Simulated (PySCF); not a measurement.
Sn(Me)(SeH)3, SMILES [Sn]([SeH])([CH3])([SeH])[SeH] (CH6Se3Sn) at its PBE0/def2-SVP optimised geometry (Å):

```
11

C      0.9684    -1.6377     0.4173
Sn     0.3161     0.3631     0.0000
Se     1.3778     1.0397    -2.2193
Se    -2.2310     0.3631     0.0000
Se     0.9820     2.0871     1.7587
H      0.5878    -2.3158    -0.3592
H      2.0665    -1.6647     0.4279
H      0.5819    -1.9412     1.3996
H      0.8201     2.3985    -2.1351
H     -2.2788     1.8337     0.0000
H      2.2788     2.3158     1.0997
```

Calculation: PBE0/def2-TZVP, def2 effective core potentials past Kr (PySCF). The core electrons that the potentials of Sn replace are not part of the density. Cells within 0.4 Å of a nucleus heavier than hydrogen are left out (blank, or x).

Map of the log10 of the electron density (e/bohr³), floored at −4 on the plane z = 0.0 Å:

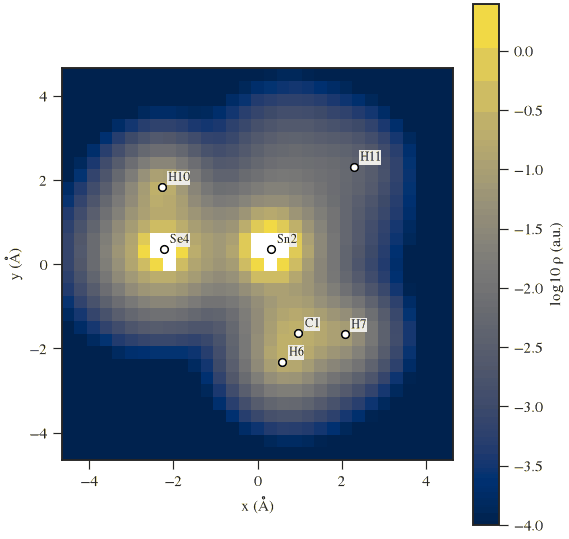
Fig. 1. Log10 of the electron density (e/bohr³), floored at −4 on the plane z = 0.0 Å.
